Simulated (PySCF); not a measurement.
# C₄H₇Al: core binding energies at several levels of theory, part 3 of 3

PySCF 2.14.0. Atoms count from 0. Earlier steps stand in the parts before.

**8. Core-electron binding energies: SCAN, X2C**

What the job is given:

```
{"job": {"kind": "xps", "basis": "def2-TZVP"}, "charge": 0, "multiplicity": 1}
C      2.970654     0.544546     0.249674
C      1.609586     0.072745     0.074885
C      0.460044    -0.324492    -0.071479
Al    -1.321689    -0.967723    -0.304488
C     -2.822863     0.077283     0.379305
H      3.549672     0.437923    -0.681214
H      2.993570     1.604738     0.546782
H      3.488811    -0.035505     1.030007
H     -1.521552    -2.354824    -1.054491
H     -3.799312    -0.386673     0.170657
H     -2.828581     1.091481    -0.055443
H     -2.738565     0.212269     1.471535
```

With the program's defaults for keys left out, this is: delta-SCF UKS SCAN, def2-TZVP on the ionised atom, pcseg-1 elsewhere, spin-free X2C.

Standard output:

```text
ground state, core basis on atom 0 (C), 126 functions
  cycle   1  E = -399.24015842  |g| = 6.31e-01
  cycle   2  E = -399.14036292  |g| = 8.26e-01
  cycle   3  E = -399.33757502  |g| = 2.31e-01
  cycle   4  E = -399.35207264  |g| = 6.21e-02
  cycle   5  E = -399.35314236  |g| = 1.51e-02
  cycle   6  E = -399.35320477  |g| = 3.88e-03
  cycle   7  E = -399.35321013  |g| = 1.07e-03
  cycle   8  E = -399.35320914  |g| = 3.55e-04
  E(ground) = -399.39096555 Eh
hole in C 1s of atom 0
  cycle   1  E = -388.08327807  |g| = 1.46e+00
  cycle   2  E = -385.51207761  |g| = 2.32e+00
  cycle   3  E = -388.09935720  |g| = 8.74e-01
  cycle   4  E = -388.35862931  |g| = 7.02e-01
  cycle   5  E = -388.61083154  |g| = 1.47e-01
  cycle   6  E = -388.61905588  |g| = 8.26e-02
  cycle   7  E = -388.62302123  |g| = 1.31e-02
  cycle   8  E = -388.62314032  |g| = 6.06e-03
  cycle   9  E = -388.62317239  |g| = 2.64e-03
  cycle  10  E = -388.62318534  |g| = 1.57e-03
  cycle  11  E = -388.62319189  |g| = 9.30e-04
  cycle  12  E = -388.62319617  |g| = 5.33e-04
  cycle  13  E = -388.62319858  |g| = 2.21e-04
  E(ion) = -388.66000748 Eh   <S^2> = 0.7693   hole on atom = 1.000   binding energy = 292.004 eV
ground state, core basis on atom 1 (C), 126 functions
  cycle   1  E = -399.35653389  |g| = 2.19e-02
  cycle   2  E = -399.35628645  |g| = 3.77e-02
  cycle   3  E = -399.35659433  |g| = 1.45e-02
  cycle   4  E = -399.35665155  |g| = 2.82e-03
  cycle   5  E = -399.35665224  |g| = 4.04e-04
  E(ground) = -399.39558673 Eh
hole in C 1s of atom 1
  cycle   1  E = -388.11106756  |g| = 1.47e+00
  cycle   2  E = -385.75109653  |g| = 2.11e+00
  cycle   3  E = -388.31630865  |g| = 7.56e-01
  cycle   4  E = -388.65552045  |g| = 1.88e-01
  cycle   5  E = -388.66702974  |g| = 1.20e-01
  cycle   6  E = -388.67483136  |g| = 6.07e-02
  cycle   7  E = -388.67663913  |g| = 1.91e-02
  cycle   8  E = -388.67701928  |g| = 8.03e-03
  cycle   9  E = -388.67722843  |g| = 5.35e-03
  cycle  10  E = -388.67736276  |g| = 2.20e-03
  cycle  11  E = -388.67737932  |g| = 8.51e-04
  cycle  12  E = -388.67738064  |g| = 4.37e-04
  E(ion) = -388.71481407 Eh   <S^2> = 0.8565   hole on atom = 1.000   binding energy = 290.639 eV
ground state, core basis on atom 2 (C), 126 functions
  cycle   1  E = -399.35731969  |g| = 3.43e-02
  cycle   2  E = -399.35548704  |g| = 8.95e-02
  cycle   3  E = -399.35757841  |g| = 1.04e-02
  cycle   4  E = -399.35761212  |g| = 1.82e-03
  cycle   5  E = -399.35761084  |g| = 4.64e-04
  E(ground) = -399.39591139 Eh
hole in C 1s of atom 2
  cycle   1  E = -388.14880831  |g| = 1.47e+00
  cycle   2  E = -387.03076215  |g| = 1.82e+00
  cycle   3  E = -388.39135655  |g| = 7.94e-01
  cycle   4  E = -388.63695715  |g| = 3.70e-01
  cycle   5  E = -388.70445871  |g| = 1.33e-01
  cycle   6  E = -388.71494216  |g| = 3.55e-02
  cycle   7  E = -388.71575031  |g| = 1.11e-02
  cycle   8  E = -388.71602749  |g| = 8.22e-03
  cycle   9  E = -388.71619894  |g| = 5.72e-03
  cycle  10  E = -388.71629560  |g| = 2.67e-03
  cycle  11  E = -388.71630531  |g| = 8.48e-04
  cycle  12  E = -388.71630665  |g| = 2.89e-04
  E(ion) = -388.75354030 Eh   <S^2> = 0.8278   hole on atom = 1.000   binding energy = 289.594 eV
ground state, core basis on atom 3 (Al), 128 functions
  cycle   1  E = -399.37681221  |g| = 4.29e-02
  cycle   2  E = -399.37515886  |g| = 8.53e-02
  cycle   3  E = -399.37696950  |g| = 2.71e-02
  cycle   4  E = -399.37715473  |g| = 1.15e-03
  cycle   5  E = -399.37715412  |g| = 8.65e-04
  cycle   6  E = -399.37715164  |g| = 1.68e-04
  E(ground) = -399.37881205 Eh
hole in Al 1s of atom 3
  cycle   1  E = -340.78780140  |g| = 2.90e+00
  cycle   2  E = -340.30172298  |g| = 1.90e+00
  cycle   3  E = -340.73156712  |g| = 1.17e+00
  cycle   4  E = -341.59356025  |g| = 4.49e-01
  cycle   5  E = -341.65561129  |g| = 2.78e-01
  cycle   6  E = -341.69689329  |g| = 8.34e-02
  cycle   7  E = -341.70171687  |g| = 1.85e-02
  cycle   8  E = -341.70193292  |g| = 5.23e-03
  cycle   9  E = -341.70194862  |g| = 1.88e-03
  cycle  10  E = -341.70195116  |g| = 8.12e-04
  cycle  11  E = -341.70195195  |g| = 3.40e-04
  E(ion) = -341.70783171 Eh   <S^2> = 0.7524   hole on atom = 1.000   binding energy = 1569.307 eV
hole in Al 2p of atom 3
  cycle   1  E = -396.13265491  |g| = 1.04e+00
  cycle   2  E = -395.56525002  |g| = 1.16e+00
  cycle   3  E = -396.08071495  |g| = 7.00e-01
  cycle   4  E = -396.36509706  |g| = 2.65e-01
  cycle   5  E = -396.39671392  |g| = 1.19e-01
  cycle   6  E = -396.40394168  |g| = 4.15e-02
  cycle   7  E = -396.40515232  |g| = 1.23e-02
  cycle   8  E = -396.40525855  |g| = 3.49e-03
  cycle   9  E = -396.40527088  |g| = 1.67e-03
  cycle  10  E = -396.40527629  |g| = 1.13e-03
  cycle  11  E = -396.40528071  |g| = 7.88e-04
  cycle  12  E = -396.40528351  |g| = 3.11e-04
  E(ion) = -396.41396109 Eh   <S^2> = 0.7600   hole on atom = 1.004   binding energy = 80.678 eV
  2p3/2 = 80.178 eV   2p1/2 = 80.771 eV
ground state, core basis on atom 4 (C), 126 functions
  cycle   1  E = -399.35403195  |g| = 1.56e-02
  cycle   2  E = -399.35395497  |g| = 2.15e-02
  cycle   3  E = -399.35405594  |g| = 9.83e-03
  cycle   4  E = -399.35407736  |g| = 4.77e-03
  cycle   5  E = -399.35408284  |g| = 3.18e-04
  E(ground) = -399.39152200 Eh
hole in C 1s of atom 4
  cycle   1  E = -388.14303138  |g| = 1.46e+00
  cycle   2  E = -387.62331377  |g| = 1.55e+00
  cycle   3  E = -388.59498744  |g| = 4.40e-01
  cycle   4  E = -388.57233947  |g| = 4.44e-01
  cycle   5  E = -388.69325081  |g| = 7.33e-02
  cycle   6  E = -388.69581418  |g| = 3.10e-02
  cycle   7  E = -388.69643369  |g| = 4.18e-03
  cycle   8  E = -388.69644744  |g| = 1.56e-03
  cycle   9  E = -388.69644963  |g| = 7.73e-04
  cycle  10  E = -388.69645050  |g| = 3.66e-04
  E(ion) = -388.73233314 Eh   <S^2> = 0.7650   hole on atom = 1.000   binding energy = 290.051 eV
```

Run time: 27 s. Hardware: 1 thread of Arm Neoverse V1, shared host; peak memory 0.54 GiB.

The holes in one table. −ε is the ground-state orbital energy:

| hole | stands for | environment | ΔSCF (eV; 2p as the shell's mean) | −ε (eV) | ⟨S²⟩ |
| --- | --- | --- | --- | --- | --- |
| C1s on C0 | C0 | propargylic methyl carbon | 292.00 | 274.3 | 0.769 |
| C1s on C1 | C1 | alkyne carbon | 290.64 (doubtful) | 273.6 | 0.857 |
| C1s on C2 | C2 | alkyne carbon | 289.59 | 272.6 | 0.828 |
| Al1s on Al3 | Al3 | aluminium bonded to 2 C, H | 1569.31 | 1518.5 | 0.752 |
| Al2p on Al3 | Al3 | aluminium bonded to 2 C, H | 80.38 | 70.5 | 0.760 |
| C1s on C4 | C4 | methyl carbon bonded to Al | 290.05 | 272.7 | 0.765 |

Doubtful: the ion did not converge, its hole moved, or its ⟨S²⟩ is well above 0.75.

With the spin-orbit splitting: Al3 2p3/2 80.18, 2p1/2 80.77 eV. The table gives each 2p level as the mean over the whole 2p shell (two parts 2p3/2, one part 2p1/2), which differs a little from the single hole in the log.

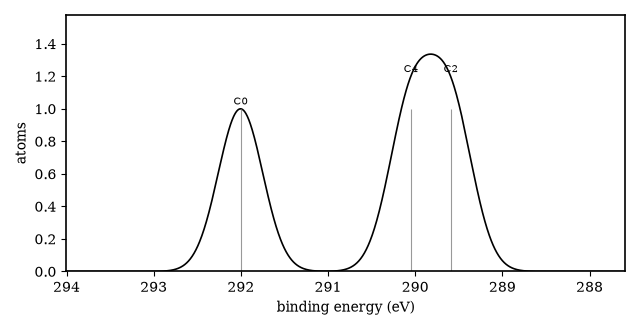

The C1s photoelectron lines, weighted by the number of atoms. Only 3 of the 4 C atoms are covered by sound results. Lines are broadened to a width of 0.60 eV (Gaussian).

**9. Core-electron binding energies: SCAN, non-relativistic**

Settings changed since step 8:

```diff
@@ -1,2 +1,2 @@
-{"job": {"kind": "xps", "basis": "def2-TZVP"}, "charge": 0, "multiplicity": 1}
+{"job": {"kind": "xps", "x2c": false}, "charge": 0, "multiplicity": 1}
 C      2.970654     0.544546     0.249674
```

Level: delta-SCF UKS SCAN, pcX-2 on the ionised atom, pcseg-1 elsewhere, non-relativistic.

Standard output:

```text
ground state, core basis on atom 0 (C), 140 functions
  cycle   1  E = -398.78147838  |g| = 6.34e-01
  cycle   2  E = -398.68302135  |g| = 8.24e-01
  cycle   3  E = -398.87905983  |g| = 2.29e-01
  cycle   4  E = -398.89310047  |g| = 6.89e-02
  cycle   5  E = -398.89440785  |g| = 1.58e-02
  cycle   6  E = -398.89447711  |g| = 4.04e-03
  cycle   7  E = -398.89448126  |g| = 1.10e-03
  cycle   8  E = -398.89448208  |g| = 3.67e-04
  E(ground) = -398.93186483 Eh
hole in C 1s of atom 0
  cycle   1  E = -387.62653842  |g| = 1.50e+00
  cycle   2  E = -385.09779798  |g| = 2.45e+00
  cycle   3  E = -387.70955706  |g| = 8.39e-01
  cycle   4  E = -387.88676400  |g| = 7.36e-01
  cycle   5  E = -388.17045526  |g| = 1.42e-01
  cycle   6  E = -388.17829650  |g| = 7.83e-02
  cycle   7  E = -388.18183425  |g| = 1.27e-02
  cycle   8  E = -388.18194846  |g| = 5.68e-03
  cycle   9  E = -388.18197733  |g| = 2.82e-03
  cycle  10  E = -388.18199349  |g| = 1.70e-03
  cycle  11  E = -388.18200132  |g| = 1.05e-03
  cycle  12  E = -388.18200638  |g| = 5.93e-04
  cycle  13  E = -388.18201005  |g| = 2.36e-04
  E(ion) = -388.21875228 Eh   <S^2> = 0.7711   hole on atom = 1.000   binding energy = 291.519 eV
ground state, core basis on atom 1 (C), 140 functions
  cycle   1  E = -398.89836799  |g| = 4.28e-02
  cycle   2  E = -398.89805131  |g| = 4.10e-02
  cycle   3  E = -398.89806678  |g| = 3.93e-02
  cycle   4  E = -398.89845728  |g| = 9.83e-03
  cycle   5  E = -398.89848424  |g| = 4.20e-04
  cycle   6  E = -398.89848370  |g| = 1.78e-04
  E(ground) = -398.93700292 Eh
hole in C 1s of atom 1
  cycle   1  E = -387.65436948  |g| = 1.51e+00
  cycle   2  E = -385.21023646  |g| = 2.30e+00
  cycle   3  E = -387.98142312  |g| = 6.36e-01
  cycle   4  E = -388.19641825  |g| = 2.64e-01
  cycle   5  E = -388.22366479  |g| = 1.67e-01
  cycle   6  E = -388.23539528  |g| = 6.97e-02
  cycle   7  E = -388.23787918  |g| = 2.37e-02
  cycle   8  E = -388.23841760  |g| = 8.42e-03
  cycle   9  E = -388.23866657  |g| = 5.51e-03
  cycle  10  E = -388.23878626  |g| = 2.21e-03
  cycle  11  E = -388.23879111  |g| = 1.13e-03
  cycle  12  E = -388.23879402  |g| = 6.01e-04
  cycle  13  E = -388.23879419  |g| = 2.32e-04
  E(ion) = -388.27600327 Eh   <S^2> = 0.8715   hole on atom = 1.000   binding energy = 290.101 eV
ground state, core basis on atom 2 (C), 140 functions
  cycle   1  E = -398.89903256  |g| = 4.91e-02
  cycle   2  E = -398.89748975  |g| = 8.24e-02
  cycle   3  E = -398.89898281  |g| = 3.20e-02
  cycle   4  E = -398.89926260  |g| = 6.05e-03
  cycle   5  E = -398.89927170  |g| = 6.51e-04
  cycle   6  E = -398.89927276  |g| = 1.60e-04
  E(ground) = -398.93718170 Eh
hole in C 1s of atom 2
  cycle   1  E = -387.69328682  |g| = 1.50e+00
  cycle   2  E = -386.50563841  |g| = 2.02e+00
  cycle   3  E = -388.05308837  |g| = 6.75e-01
  cycle   4  E = -388.18234417  |g| = 4.22e-01
  cycle   5  E = -388.26915981  |g| = 1.23e-01
  cycle   6  E = -388.27799954  |g| = 3.50e-02
  cycle   7  E = -388.27879788  |g| = 1.32e-02
  cycle   8  E = -388.27908967  |g| = 8.33e-03
  cycle   9  E = -388.27923463  |g| = 6.14e-03
  cycle  10  E = -388.27932560  |g| = 2.78e-03
  cycle  11  E = -388.27933720  |g| = 8.28e-04
  cycle  12  E = -388.27933873  |g| = 2.25e-04
  E(ion) = -388.31638137 Eh   <S^2> = 0.8347   hole on atom = 1.000   binding energy = 289.007 eV
ground state, core basis on atom 3 (Al), 151 functions
  cycle   1  E = -398.92688802  |g| = 3.72e-02
  cycle   2  E = -398.92556333  |g| = 7.43e-02
  cycle   3  E = -398.92700804  |g| = 1.93e-02
  cycle   4  E = -398.92710412  |g| = 3.44e-03
  cycle   5  E = -398.92710734  |g| = 5.08e-04
  cycle   6  E = -398.92710673  |g| = 1.19e-04
  E(ground) = -398.92903476 Eh
hole in Al 1s of atom 3
  cycle   1  E = -340.47444193  |g| = 3.95e+00
  cycle   2  E = -339.95429772  |g| = 2.20e+00
  cycle   3  E = -339.80833061  |g| = 1.52e+00
  cycle   4  E = -341.34466576  |g| = 4.79e-01
  cycle   5  E = -341.37864318  |g| = 4.11e-01
  cycle   6  E = -341.46056722  |g| = 1.29e-01
  cycle   7  E = -341.47105076  |g| = 2.63e-02
  cycle   8  E = -341.47143821  |g| = 9.42e-03
  cycle   9  E = -341.47149565  |g| = 2.31e-03
  cycle  10  E = -341.47149813  |g| = 9.90e-04
  cycle  11  E = -341.47150007  |g| = 3.87e-04
  E(ion) = -341.47613963 Eh   <S^2> = 0.7526   hole on atom = 1.000   binding energy = 1563.373 eV
hole in Al 2p of atom 3
  cycle   1  E = -395.68492124  |g| = 1.07e+00
  cycle   2  E = -395.09160554  |g| = 1.23e+00
  cycle   3  E = -395.66196471  |g| = 6.76e-01
  cycle   4  E = -395.92326854  |g| = 2.73e-01
  cycle   5  E = -395.95349808  |g| = 1.31e-01
  cycle   6  E = -395.96215581  |g| = 4.47e-02
  cycle   7  E = -395.96355486  |g| = 1.23e-02
  cycle   8  E = -395.96365015  |g| = 4.54e-03
  cycle   9  E = -395.96366688  |g| = 1.69e-03
  cycle  10  E = -395.96367119  |g| = 1.13e-03
  cycle  11  E = -395.96367551  |g| = 7.69e-04
  cycle  12  E = -395.96367742  |g| = 3.42e-04
  E(ion) = -395.97214096 Eh   <S^2> = 0.7602   hole on atom = 1.003   binding energy = 80.461 eV
  2p3/2 = 79.972 eV   2p1/2 = 80.557 eV
ground state, core basis on atom 4 (C), 140 functions
  cycle   1  E = -398.89535067  |g| = 4.01e-02
  cycle   2  E = -398.89528818  |g| = 2.11e-02
  cycle   3  E = -398.89522351  |g| = 2.60e-02
  cycle   4  E = -398.89537748  |g| = 1.09e-02
  cycle   5  E = -398.89540999  |g| = 8.13e-04
  cycle   6  E = -398.89540962  |g| = 1.13e-04
  E(ground) = -398.93243963 Eh
hole in C 1s of atom 4
  cycle   1  E = -387.68767951  |g| = 1.50e+00
  cycle   2  E = -387.11272718  |g| = 1.72e+00
  cycle   3  E = -388.18183742  |g| = 3.90e-01
  cycle   4  E = -388.12899587  |g| = 4.50e-01
  cycle   5  E = -388.25465522  |g| = 7.95e-02
  cycle   6  E = -388.25747490  |g| = 3.27e-02
  cycle   7  E = -388.25814152  |g| = 6.05e-03
  cycle   8  E = -388.25816709  |g| = 1.69e-03
  cycle   9  E = -388.25816954  |g| = 8.40e-04
  cycle  10  E = -388.25817015  |g| = 4.02e-04
  E(ion) = -388.29389707 Eh   <S^2> = 0.7666   hole on atom = 1.000   binding energy = 289.489 eV
```

Run time: 28 s. Hardware: 1 thread of Arm Neoverse V1, shared host; peak memory 0.54 GiB.

Binding energies by hole, beside the orbital energy of the ground state; the difference holds orbital relaxation and, for a density functional, its self-interaction error:

| hole | stands for | environment | ΔSCF (eV; 2p as the shell's mean) | −ε (eV) | ⟨S²⟩ |
| --- | --- | --- | --- | --- | --- |
| C1s on C0 | C0 | propargylic methyl carbon | 291.52 | 274.3 | 0.771 |
| C1s on C1 | C1 | alkyne carbon | 290.10 (doubtful) | 273.6 | 0.872 |
| C1s on C2 | C2 | alkyne carbon | 289.01 | 272.6 | 0.835 |
| Al1s on Al3 | Al3 | aluminium bonded to 2 C, H | 1563.37 | 1514.8 | 0.753 |
| Al2p on Al3 | Al3 | aluminium bonded to 2 C, H | 80.17 | 70.4 | 0.760 |
| C1s on C4 | C4 | methyl carbon bonded to Al | 289.49 | 272.7 | 0.767 |

Doubtful: the ion did not converge, its hole moved, or its ⟨S²⟩ is well above 0.75. Rows just under that mark are hardly safer.

With the spin-orbit splitting: Al3 2p3/2 79.97, 2p1/2 80.56 eV. The table gives each 2p level as the mean over the whole 2p shell (two parts 2p3/2, one part 2p1/2), which differs a little from the single hole in the log.

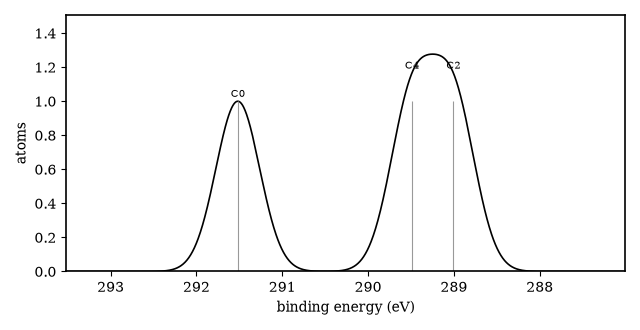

The C1s photoelectron lines, weighted by the number of atoms. Only 3 of the 4 C atoms are covered by sound results. Lines are broadened to a width of 0.60 eV (Gaussian).

**10. Outcome**

This closing draws on all 3 parts.

| quantity | value |
| --- | --- |
| C1s binding energies, SCAN/pcX-2 (standing for 3 of 4 atoms) | C0 291.62, C4 289.60, C2 289.11 eV |
| Al1s binding energies, SCAN/pcX-2 | Al3 1566.53 eV |
| Al2p binding energies, SCAN/pcX-2 | Al3 80.12 eV |
| C1s binding energies, B3LYP/pcX-2 | C0 291.68, C1 290.35, C4 289.72, C2 289.27 eV |
| Al1s binding energies, B3LYP/pcX-2 | Al3 1565.49 eV |
| Al2p binding energies, B3LYP/pcX-2 | Al3 80.30 eV |
| C1s binding energies, PBE0/pcX-2 | C0 291.12, C1 289.84, C4 289.19, C2 288.75 eV |
| Al1s binding energies, PBE0/pcX-2 | Al3 1564.67 eV |
| Al2p binding energies, PBE0/pcX-2 | Al3 80.01 eV |
| C1s binding energies, PBE/pcX-2 | C0 290.72, C1 289.40, C4 288.83, C2 288.36 eV |
| Al1s binding energies, PBE/pcX-2 | Al3 1563.62 eV |
| Al2p binding energies, PBE/pcX-2 | Al3 79.69 eV |
| C1s binding energies, HF/pcX-2 (standing for 2 of 4 atoms) | C0 291.53, C4 289.45 eV |
| Al1s binding energies, HF/pcX-2 | Al3 1567.18 eV |
| Al2p binding energies, HF/pcX-2 | Al3 79.55 eV |
| C1s binding energies, SCAN/pcX-1 (standing for 3 of 4 atoms) | C0 291.64, C4 289.60, C2 289.17 eV |
| Al1s binding energies, SCAN/pcX-1 | Al3 1566.59 eV |
| Al2p binding energies, SCAN/pcX-1 | Al3 80.23 eV |
| C1s binding energies, SCAN/def2-TZVP (standing for 3 of 4 atoms) | C0 292.00, C4 290.05, C2 289.59 eV |
| Al1s binding energies, SCAN/def2-TZVP | Al3 1569.31 eV |
| Al2p binding energies, SCAN/def2-TZVP | Al3 80.38 eV |
| C1s binding energies, SCAN/pcX-2, non-relativistic (standing for 3 of 4 atoms) | C0 291.52, C4 289.49, C2 289.01 eV |
| Al1s binding energies, SCAN/pcX-2, non-relativistic | Al3 1563.37 eV |
| Al2p binding energies, SCAN/pcX-2, non-relativistic | Al3 80.17 eV |

Single values in the summary come from the first sound run of each kind (SCAN/pcX-2), which need not be the best level. At SCAN/pcX-2: The C1s levels kept as sound span 2.51 eV, from C2 (alkyne carbon) up to C0 (propargylic methyl carbon). Only 3 of the 4 C atoms are covered by sound results. At B3LYP/pcX-2: The C1s levels kept as sound span 2.41 eV, from C2 (alkyne carbon) up to C0 (propargylic methyl carbon). At PBE0/pcX-2: The C1s levels kept as sound span 2.37 eV, from C2 (alkyne carbon) up to C0 (propargylic methyl carbon). At PBE/pcX-2: The C1s levels kept as sound span 2.36 eV, from C2 (alkyne carbon) up to C0 (propargylic methyl carbon). At HF/pcX-2: The C1s levels kept as sound span 2.09 eV, from C4 (methyl carbon bonded to Al) up to C0 (propargylic methyl carbon). Only 2 of the 4 C atoms are covered by sound results. At SCAN/pcX-1: C0 (propargylic methyl carbon) binds its C1s electron 2.47 eV more tightly than C2 (alkyne carbon). At SCAN/def2-TZVP: C0 (propargylic methyl carbon) binds its C1s electron 2.41 eV more tightly than C2 (alkyne carbon). At SCAN/pcX-2, non-relativistic: C0 (propargylic methyl carbon) binds its C1s electron 2.51 eV more tightly than C2 (alkyne carbon).
